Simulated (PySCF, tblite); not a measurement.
# C3H7NSSi2: geometry, infrared bands and NMR shifts

Aim: predict the infrared bands and NMR shifts of C3H7NSSi2 (`[SiH3][SiH2]c1cncs1`).

The runs use tblite 0.8.0 and PySCF 2.14.0, with density-fitted response routines of our own; the level of theory stands in each step. All values are computed, except where a source is named. Atoms count from 0, in the outputs and in this text.

### 1 The molecule as given

14 atoms, charge 0, multiplicity 1; geometry from: force field or distance geometry start.

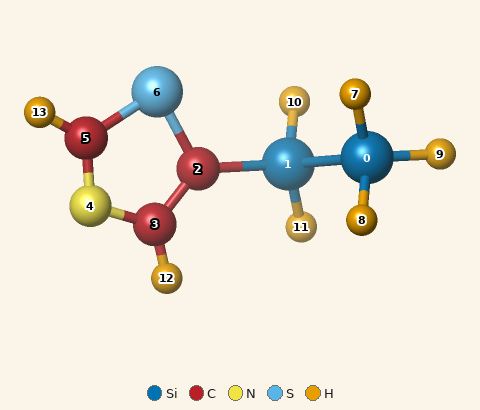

As it starts; silicon blue, carbon red, nitrogen yellow, sulfur blue, hydrogen amber, atoms numbered.

### 2 Optimising the geometry with GFN2-xTB

Job settings and geometry (Å):

```
{"job": {"kind": "relax", "xc": "GFN2-xTB", "basis": "xTB"}, "charge": 0, "multiplicity": 1}
Si    -2.302500     1.207600     0.103100
Si    -1.229300    -0.822300     0.051900
C      0.612400    -0.543400     0.153800
C      1.597300    -0.417600    -0.814900
N      2.873100    -0.201500    -0.322200
C      2.842200    -0.154700     0.980400
S      1.313200    -0.364600     1.711300
H     -2.013500     1.950600     1.369300
H     -1.881100     2.053900    -1.043200
H     -3.788700     1.016500     0.016300
H     -1.672900    -1.691500     1.189600
H     -1.537300    -1.546600    -1.204900
H      1.443300    -0.495600    -1.868300
H      3.743200     0.008600     1.571100
```

Run with:

```bash
> OMP_NUM_THREADS=1 python probes_run.py task.json out
```

The driver reads the jobs from task.json and runs them one after another.

**Question.** This job is followed by: GFN2-xTB harmonic vibrations, gas phase; GIAO PBE0/pcSseg-1 NMR shielding, non-relativistic, gas phase. Predict these results of the whole session: strongest single infrared mode (GFN2-xTB); zero-point energy (GFN2-xTB); 13C shifts against TMS (PBE0/pcSseg-1); 1H shifts against TMS (PBE0/pcSseg-1, means over atoms taken as alike); 29Si shifts against TMS (PBE0/pcSseg-1); 15N shifts against NH3 (PBE0/pcSseg-1); 33S shifts against CS2 (PBE0/pcSseg-1); surface potential, least and greatest.

The runs gave:

```
                                                              quantity                       value
                             strongest single infrared mode (GFN2-xTB)        680 cm⁻¹, 572 km/mol
                                          zero-point energy (GFN2-xTB)               52.7 kcal/mol
                                13C shifts against TMS (PBE0/pcSseg-1)     163.7, 154.9, 131.5 ppm
1H shifts against TMS (PBE0/pcSseg-1, means over atoms taken as alike)  8.63, 8.11, 4.86, 3.48 ppm
                               29Si shifts against TMS (PBE0/pcSseg-1)           -84.1, -113.5 ppm
                                15N shifts against NH3 (PBE0/pcSseg-1)                   361.5 ppm
                                33S shifts against CS2 (PBE0/pcSseg-1)                     312 ppm
                                 surface potential, least and greatest          -1.51 V and 1.29 V
```

**Reading.** The optimisation took 45 steps and gained 0.144 eV; among the close pairs (by a distance rule), Si0–H9 changed most, from 1.501 to 1.465 Å. No mode is imaginary among the 36: a minimum at this level. The strongest single mode, at 680 cm⁻¹, is carried by H11, H10, Si1, S6. Unscaled tight-binding wavenumbers are off by several per cent, some by more. Its intensities can rank the bands wrongly. At PBE0/pcSseg-1: The widest tensor belongs to N4: span 617 ppm, with a paramagnetic part of -426 ppm. NICS(1)zz of -30 ppm above the planar ring from C2 marks a diatropic (aromatic) ring current. By nearest atom (PBE0/pcSseg-1), the HOMO sits on C2, C3 about 25 % each; C5 20 % and the LUMO on C2, C5 about 21 % each; S6 19 %.
